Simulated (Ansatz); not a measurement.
# Molecular dynamics, with input and output: SiH4OF2 (part 1 of 3)

System: SiH4OF2.
Method: RKS B3LYP/6-31G* (Ansatz 0.2.0).

It belongs to a series of runs on one base structure; here: dynamics from the highest image of the converged band. Figures and captions count atoms from 1; the log counts them from 0 in places.

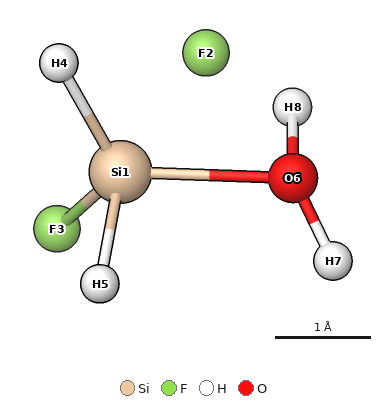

Fig. 1: The structure as given in the input (ball-and-stick view, seen at a tilt; atoms are numbered from 1 in the order of the input).

Results in brief:

| quantity | value |
| --- | --- |
| outcome | finished |
| mean temperature over the second half | 662 K |
| trajectory | 200 steps, 100 fs |
| ensemble | nve |
| temperature in the input | 100.0 K |
| time step | 0.5 fs |
| potential energy (last step) | −15425.5654 eV |
| mean-field energy (last step) | −15425.5654 eV |
| largest force (length of the vector) (last step) | 0.910 eV/Å |
| hardware | 1 thread of Arm Neoverse V1, 24 GiB of memory available, shared host |
| wall time | 8.3 min |
| peak memory | 0.13 GiB |

Remarks:

So short a trajectory is not equilibrated.

Input:
```yaml
crystal:
  periodic: [false, false, false]
  atoms:
    - { symbol: Si, position_ang: [-0.258623, 0.090044, -0.154171] }
    - { symbol: F, position_ang: [-0.170697, 0.657823, 1.699023] }
    - { symbol: F, position_ang: [1.109577, -0.71135, 0.149786] }
    - { symbol: H, position_ang: [-0.175267, 1.507783, -0.553653] }
    - { symbol: H, position_ang: [-0.688413, -0.661089, -1.375952] }
    - { symbol: O, position_ang: [-1.816247, -0.33218, 0.7216] }
    - { symbol: H, position_ang: [-2.106736, -1.257277, 0.674783] }
    - { symbol: H, position_ang: [-1.221993, 0.076547, 1.638582] }
basis:
  gaussian: { orbitals: "6-31G*" }
hamiltonian:
  xc: b3lyp
md:
  timestep: 0.5
  n_steps: 200
  ensemble: nve
  temperature: 100.0
  initial_velocities: maxwell_boltzmann
  seed: 2267
```

Run as:
```bash
ansatz run input.yaml --threads 1 --pin off --max-ram 2048MiB --backend cpu --events-out ev --progress --plain --runs-dir out
```

What the program printed:
```
Engine: ansatz 0.2.0, aarch64-unknown-linux-gnu
Functional definition: B3LYP
  parameter a0 = 0.2
  parameter ax = 0.72
  parameter ac = 0.81
  exchange = (1 - a0 - ax)*slater_x + ax*b88_x + a0*exact_x
  correlation = (1 - ac)*vwn_rpa_c + ac*lyp_c
721 factors; integrals over basis functions are off by at most 4.9e-4 eV
mean field evaluation 1: about -15420.4251 eV, gradient 5.5e1 eV
mean field evaluation 2: about -15415.0521 eV, gradient 8.0e1 eV
mean field evaluation 4: about -15425.0588 eV, gradient 3.2e0 eV
mean field evaluation 8: about -15425.0879 eV, gradient 1.6e-1 eV
mean field -15425.08796033 eV, -566.8615270418 hartree, gradient 1.7e-5 eV, S^2 0.000000; 0 other end points of the search recorded, 0 dependent functions left out
the calculation of the forces begins
reference -15425.08816615 eV, -566.8615346057 hartree; 22, 22 occupied and 50, 50 virtual orbitals, 721 factors
md step     0: t =     0.00 fs  T =   100.0 K  F+E_penalty+E_count = -15425.08796033 eV  E_kin = 0.077556 eV  conserved = -15425.01040433 eV  (24 SCF iters)
these checks for a lower state are left out or cut short: starts, cluster_reference, orbital_swaps, neighbouring_geometries, increment
721 factors; integrals over basis functions are off by at most 4.9e-4 eV
mean field evaluation 16: about -15425.0701 eV, gradient 5.5e-1 eV
mean field -15425.08558183 eV, -566.8614396338 hartree, gradient 1.3e-5 eV, S^2 0.000000; 0 other end points of the search recorded, 0 dependent functions left out
the calculation of the forces begins
reference -15425.08578800 eV, -566.8614472104 hartree; 22, 22 occupied and 50, 50 virtual orbitals, 721 factors
md step     1: t =     0.50 fs  T =    97.0 K  F+E_penalty+E_count = -15425.08558183 eV  E_kin = 0.075254 eV  conserved = -15425.01032761 eV  (22 SCF iters)
[... from here on the SCF iterations and repeated set-up lines of each step are left out, up to the last step ...]
md step     2: t =     1.00 fs  T =    89.4 K  F+E_penalty+E_count = -15425.07948728 eV  E_kin = 0.069308 eV  conserved = -15425.01017885 eV  (23 SCF iters)
md step     3: t =     1.50 fs  T =    79.8 K  F+E_penalty+E_count = -15425.07194016 eV  E_kin = 0.061915 eV  conserved = -15425.01002535 eV  (23 SCF iters)
md step     4: t =     2.00 fs  T =    71.4 K  F+E_penalty+E_count = -15425.06532237 eV  E_kin = 0.055400 eV  conserved = -15425.00992281 eV  (23 SCF iters)
md step     5: t =     2.50 fs  T =    66.2 K  F+E_penalty+E_count = -15425.06124062 eV  E_kin = 0.051338 eV  conserved = -15425.00990243 eV  (21 SCF iters)
md step     6: t =     3.00 fs  T =    64.5 K  F+E_penalty+E_count = -15425.06001717 eV  E_kin = 0.050050 eV  conserved = -15425.00996722 eV  (22 SCF iters)
md step     7: t =     3.50 fs  T =    65.2 K  F+E_penalty+E_count = -15425.06064003 eV  E_kin = 0.050548 eV  conserved = -15425.01009205 eV  (23 SCF iters)
md step     8: t =     4.00 fs  T =    65.7 K  F+E_penalty+E_count = -15425.06117439 eV  E_kin = 0.050948 eV  conserved = -15425.01022655 eV  (24 SCF iters)
md step     9: t =     4.50 fs  T =    63.5 K  F+E_penalty+E_count = -15425.05957313 eV  E_kin = 0.049267 eV  conserved = -15425.01030639 eV  (24 SCF iters)
md step    10: t =     5.00 fs  T =    57.3 K  F+E_penalty+E_count = -15425.05468366 eV  E_kin = 0.044405 eV  conserved = -15425.01027849 eV  (24 SCF iters)
md step    11: t =     5.50 fs  T =    47.6 K  F+E_penalty+E_count = -15425.04703523 eV  E_kin = 0.036897 eV  conserved = -15425.01013832 eV  (23 SCF iters)
md step    12: t =     6.00 fs  T =    37.3 K  F+E_penalty+E_count = -15425.03885897 eV  E_kin = 0.028908 eV  conserved = -15425.00995146 eV  (23 SCF iters)
md step    13: t =     6.50 fs  T =    29.9 K  F+E_penalty+E_count = -15425.03305034 eV  E_kin = 0.023222 eV  conserved = -15425.00982807 eV  (23 SCF iters)
md step    14: t =     7.00 fs  T =    27.9 K  F+E_penalty+E_count = -15425.03149847 eV  E_kin = 0.021649 eV  conserved = -15425.00984920 eV  (23 SCF iters)
md step    15: t =     7.50 fs  T =    30.8 K  F+E_penalty+E_count = -15425.03387784 eV  E_kin = 0.023875 eV  conserved = -15425.01000291 eV  (22 SCF iters)
md step    16: t =     8.00 fs  T =    35.6 K  F+E_penalty+E_count = -15425.03782716 eV  E_kin = 0.027634 eV  conserved = -15425.01019315 eV  (23 SCF iters)
md step    17: t =     8.50 fs  T =    38.8 K  F+E_penalty+E_count = -15425.04038619 eV  E_kin = 0.030074 eV  conserved = -15425.01031260 eV  (23 SCF iters)
md step    18: t =     9.00 fs  T =    37.8 K  F+E_penalty+E_count = -15425.03963400 eV  E_kin = 0.029324 eV  conserved = -15425.01030959 eV  (22 SCF iters)
md step    19: t =     9.50 fs  T =    32.6 K  F+E_penalty+E_count = -15425.03552178 eV  E_kin = 0.025320 eV  conserved = -15425.01020203 eV  (22 SCF iters)
md step    20: t =    10.00 fs  T =    25.3 K  F+E_penalty+E_count = -15425.02964667 eV  E_kin = 0.019598 eV  conserved = -15425.01004915 eV  (26 SCF iters)
md step    21: t =    10.50 fs  T =    18.6 K  F+E_penalty+E_count = -15425.02435598 eV  E_kin = 0.014440 eV  conserved = -15425.00991588 eV  (22 SCF iters)
md step    22: t =    11.00 fs  T =    15.3 K  F+E_penalty+E_count = -15425.02172580 eV  E_kin = 0.011876 eV  conserved = -15425.00984989 eV  (22 SCF iters)
md step    23: t =    11.50 fs  T =    16.7 K  F+E_penalty+E_count = -15425.02279147 eV  E_kin = 0.012919 eV  conserved = -15425.00987239 eV  (22 SCF iters)
md step    24: t =    12.00 fs  T =    22.2 K  F+E_penalty+E_count = -15425.02720030 eV  E_kin = 0.017224 eV  conserved = -15425.00997589 eV  (22 SCF iters)
md step    25: t =    12.50 fs  T =    29.9 K  F+E_penalty+E_count = -15425.03333544 eV  E_kin = 0.023211 eV  conserved = -15425.01012461 eV  (23 SCF iters)
md step    26: t =    13.00 fs  T =    36.9 K  F+E_penalty+E_count = -15425.03889892 eV  E_kin = 0.028639 eV  conserved = -15425.01025953 eV  (23 SCF iters)
md step    27: t =    13.50 fs  T =    40.7 K  F+E_penalty+E_count = -15425.04185065 eV  E_kin = 0.031536 eV  conserved = -15425.01031509 eV  (23 SCF iters)
md step    28: t =    14.00 fs  T =    40.2 K  F+E_penalty+E_count = -15425.04141805 eV  E_kin = 0.031167 eV  conserved = -15425.01025119 eV  (24 SCF iters)
md step    29: t =    14.50 fs  T =    36.9 K  F+E_penalty+E_count = -15425.03867283 eV  E_kin = 0.028584 eV  conserved = -15425.01008913 eV  (23 SCF iters)
md step    30: t =    15.00 fs  T =    33.8 K  F+E_penalty+E_count = -15425.03615539 eV  E_kin = 0.026237 eV  conserved = -15425.00991859 eV  (22 SCF iters)
md step    31: t =    15.50 fs  T =    34.3 K  F+E_penalty+E_count = -15425.03648678 eV  E_kin = 0.026637 eV  conserved = -15425.00984956 eV  (21 SCF iters)
md step    32: t =    16.00 fs  T =    39.7 K  F+E_penalty+E_count = -15425.04071588 eV  E_kin = 0.030784 eV  conserved = -15425.00993195 eV  (22 SCF iters)
md step    33: t =    16.50 fs  T =    48.3 K  F+E_penalty+E_count = -15425.04757852 eV  E_kin = 0.037464 eV  conserved = -15425.01011489 eV  (22 SCF iters)
md step    34: t =    17.00 fs  T =    56.7 K  F+E_penalty+E_count = -15425.05425416 eV  E_kin = 0.043967 eV  conserved = -15425.01028726 eV  (22 SCF iters)
md step    35: t =    17.50 fs  T =    61.5 K  F+E_penalty+E_count = -15425.05803611 eV  E_kin = 0.047678 eV  conserved = -15425.01035832 eV  (23 SCF iters)
md step    36: t =    18.00 fs  T =    61.2 K  F+E_penalty+E_count = -15425.05773680 eV  E_kin = 0.047431 eV  conserved = -15425.01030586 eV  (22 SCF iters)
md step    37: t =    18.50 fs  T =    56.6 K  F+E_penalty+E_count = -15425.05407791 eV  E_kin = 0.043908 eV  conserved = -15425.01016957 eV  (22 SCF iters)
md step    38: t =    19.00 fs  T =    50.4 K  F+E_penalty+E_count = -15425.04912062 eV  E_kin = 0.039105 eV  conserved = -15425.01001516 eV  (23 SCF iters)
md step    39: t =    19.50 fs  T =    45.6 K  F+E_penalty+E_count = -15425.04525322 eV  E_kin = 0.035351 eV  conserved = -15425.00990251 eV  (22 SCF iters)
md step    40: t =    20.00 fs  T =    44.3 K  F+E_penalty+E_count = -15425.04423797 eV  E_kin = 0.034369 eV  conserved = -15425.00986895 eV  (22 SCF iters)
md step    41: t =    20.50 fs  T =    47.3 K  F+E_penalty+E_count = -15425.04660343 eV  E_kin = 0.036680 eV  conserved = -15425.00992384 eV  (22 SCF iters)
md step    42: t =    21.00 fs  T =    53.4 K  F+E_penalty+E_count = -15425.05148998 eV  E_kin = 0.041442 eV  conserved = -15425.01004816 eV  (23 SCF iters)
md step    43: t =    21.50 fs  T =    60.3 K  F+E_penalty+E_count = -15425.05696493 eV  E_kin = 0.046769 eV  conserved = -15425.01019567 eV  (23 SCF iters)
md step    44: t =    22.00 fs  T =    65.1 K  F+E_penalty+E_count = -15425.06076859 eV  E_kin = 0.050467 eV  conserved = -15425.01030205 eV  (25 SCF iters)
md step    45: t =    22.50 fs  T =    65.8 K  F+E_penalty+E_count = -15425.06132602 eV  E_kin = 0.051018 eV  conserved = -15425.01030768 eV  (23 SCF iters)
md step    46: t =    23.00 fs  T =    62.5 K  F+E_penalty+E_count = -15425.05864817 eV  E_kin = 0.048455 eV  conserved = -15425.01019362 eV  (23 SCF iters)
md step    47: t =    23.50 fs  T =    57.5 K  F+E_penalty+E_count = -15425.05457037 eV  E_kin = 0.044559 eV  conserved = -15425.01001142 eV  (23 SCF iters)
md step    48: t =    24.00 fs  T =    54.2 K  F+E_penalty+E_count = -15425.05192327 eV  E_kin = 0.042055 eV  conserved = -15425.00986877 eV  (23 SCF iters)
md step    49: t =    24.50 fs  T =    55.5 K  F+E_penalty+E_count = -15425.05289037 eV  E_kin = 0.043029 eV  conserved = -15425.00986155 eV  (22 SCF iters)
md step    50: t =    25.00 fs  T =    61.3 K  F+E_penalty+E_count = -15425.05757707 eV  E_kin = 0.047578 eV  conserved = -15425.00999931 eV  (23 SCF iters)
md step    51: t =    25.50 fs  T =    69.2 K  F+E_penalty+E_count = -15425.06387126 eV  E_kin = 0.053675 eV  conserved = -15425.01019665 eV  (22 SCF iters)
md step    52: t =    26.00 fs  T =    75.3 K  F+E_penalty+E_count = -15425.06871855 eV  E_kin = 0.058379 eV  conserved = -15425.01033942 eV  (22 SCF iters)
md step    53: t =    26.50 fs  T =    76.7 K  F+E_penalty+E_count = -15425.06985280 eV  E_kin = 0.059492 eV  conserved = -15425.01036079 eV  (22 SCF iters)
md step    54: t =    27.00 fs  T =    73.0 K  F+E_penalty+E_count = -15425.06685358 eV  E_kin = 0.056587 eV  conserved = -15425.01026695 eV  (22 SCF iters)
md step    55: t =    27.50 fs  T =    65.7 K  F+E_penalty+E_count = -15425.06110272 eV  E_kin = 0.050989 eV  conserved = -15425.01011367 eV  (22 SCF iters)
md step    56: t =    28.00 fs  T =    58.0 K  F+E_penalty+E_count = -15425.05495026 eV  E_kin = 0.044982 eV  conserved = -15425.00996861 eV  (22 SCF iters)
md step    57: t =    28.50 fs  T =    52.6 K  F+E_penalty+E_count = -15425.05065556 eV  E_kin = 0.040771 eV  conserved = -15425.00988483 eV  (22 SCF iters)
md step    58: t =    29.00 fs  T =    51.1 K  F+E_penalty+E_count = -15425.04953472 eV  E_kin = 0.039646 eV  conserved = -15425.00988905 eV  (22 SCF iters)
md step    59: t =    29.50 fs  T =    53.6 K  F+E_penalty+E_count = -15425.05152392 eV  E_kin = 0.041545 eV  conserved = -15425.00997859 eV  (23 SCF iters)
md step    60: t =    30.00 fs  T =    58.2 K  F+E_penalty+E_count = -15425.05522496 eV  E_kin = 0.045104 eV  conserved = -15425.01012135 eV  (22 SCF iters)
md step    61: t =    30.50 fs  T =    62.1 K  F+E_penalty+E_count = -15425.05843040 eV  E_kin = 0.048171 eV  conserved = -15425.01025979 eV  (23 SCF iters)
md step    62: t =    31.00 fs  T =    62.8 K  F+E_penalty+E_count = -15425.05904311 eV  E_kin = 0.048717 eV  conserved = -15425.01032624 eV  (23 SCF iters)
md step    63: t =    31.50 fs  T =    59.1 K  F+E_penalty+E_count = -15425.05612776 eV  E_kin = 0.045855 eV  conserved = -15425.01027289 eV  (23 SCF iters)
md step    64: t =    32.00 fs  T =    52.2 K  F+E_penalty+E_count = -15425.05060452 eV  E_kin = 0.040493 eV  conserved = -15425.01011145 eV  (23 SCF iters)
md step    65: t =    32.50 fs  T =    45.2 K  F+E_penalty+E_count = -15425.04501776 eV  E_kin = 0.035091 eV  conserved = -15425.00992637 eV  (24 SCF iters)
md step    66: t =    33.00 fs  T =    41.8 K  F+E_penalty+E_count = -15425.04221939 eV  E_kin = 0.032386 eV  conserved = -15425.00983363 eV  (21 SCF iters)
md step    67: t =    33.50 fs  T =    43.5 K  F+E_penalty+E_count = -15425.04362524 eV  E_kin = 0.033728 eV  conserved = -15425.00989691 eV  (25 SCF iters)
md step    68: t =    34.00 fs  T =    49.2 K  F+E_penalty+E_count = -15425.04826624 eV  E_kin = 0.038190 eV  conserved = -15425.01007631 eV  (22 SCF iters)
md step    69: t =    34.50 fs  T =    55.6 K  F+E_penalty+E_count = -15425.05338032 eV  E_kin = 0.043120 eV  conserved = -15425.01026043 eV  (23 SCF iters)
md step    70: t =    35.00 fs  T =    59.0 K  F+E_penalty+E_count = -15425.05608558 eV  E_kin = 0.045737 eV  conserved = -15425.01034843 eV  (22 SCF iters)
md step    71: t =    35.50 fs  T =    57.5 K  F+E_penalty+E_count = -15425.05493044 eV  E_kin = 0.044622 eV  conserved = -15425.01030831 eV  (22 SCF iters)
md step    72: t =    36.00 fs  T =    51.9 K  F+E_penalty+E_count = -15425.05044063 eV  E_kin = 0.040267 eV  conserved = -15425.01017413 eV  (22 SCF iters)
md step    73: t =    36.50 fs  T =    44.6 K  F+E_penalty+E_count = -15425.04463577 eV  E_kin = 0.034624 eV  conserved = -15425.01001209 eV  (23 SCF iters)
md step    74: t =    37.00 fs  T =    38.9 K  F+E_penalty+E_count = -15425.04001685 eV  E_kin = 0.030131 eV  conserved = -15425.00988537 eV  (22 SCF iters)
md step    75: t =    37.50 fs  T =    37.0 K  F+E_penalty+E_count = -15425.03856356 eV  E_kin = 0.028728 eV  conserved = -15425.00983546 eV  (23 SCF iters)
md step    76: t =    38.00 fs  T =    40.2 K  F+E_penalty+E_count = -15425.04106003 eV  E_kin = 0.031184 eV  conserved = -15425.00987592 eV  (23 SCF iters)
md step    77: t =    38.50 fs  T =    47.6 K  F+E_penalty+E_count = -15425.04687172 eV  E_kin = 0.036880 eV  conserved = -15425.00999140 eV  (22 SCF iters)
md step    78: t =    39.00 fs  T =    56.8 K  F+E_penalty+E_count = -15425.05419857 eV  E_kin = 0.044060 eV  conserved = -15425.01013898 eV  (22 SCF iters)
md step    79: t =    39.50 fs  T =    65.1 K  F+E_penalty+E_count = -15425.06077311 eV  E_kin = 0.050518 eV  conserved = -15425.01025521 eV  (23 SCF iters)
md step    80: t =    40.00 fs  T =    70.4 K  F+E_penalty+E_count = -15425.06486401 eV  E_kin = 0.054587 eV  conserved = -15425.01027692 eV  (25 SCF iters)
md step    81: t =    40.50 fs  T =    72.3 K  F+E_penalty+E_count = -15425.06623759 eV  E_kin = 0.056061 eV  conserved = -15425.01017695 eV  (25 SCF iters)
md step    82: t =    41.00 fs  T =    72.9 K  F+E_penalty+E_count = -15425.06652789 eV  E_kin = 0.056531 eV  conserved = -15425.00999735 eV  (25 SCF iters)
md step    83: t =    41.50 fs  T =    75.7 K  F+E_penalty+E_count = -15425.06854857 eV  E_kin = 0.058706 eV  conserved = -15425.00984297 eV  (26 SCF iters)
md step    84: t =    42.00 fs  T =    83.6 K  F+E_penalty+E_count = -15425.07468422 eV  E_kin = 0.064865 eV  conserved = -15425.00981923 eV  (26 SCF iters)
md step    85: t =    42.50 fs  T =    97.2 K  F+E_penalty+E_count = -15425.08531731 eV  E_kin = 0.075366 eV  conserved = -15425.00995087 eV  (26 SCF iters)
md step    86: t =    43.00 fs  T =   113.9 K  F+E_penalty+E_count = -15425.09846129 eV  E_kin = 0.088298 eV  conserved = -15425.01016284 eV  (27 SCF iters)
```
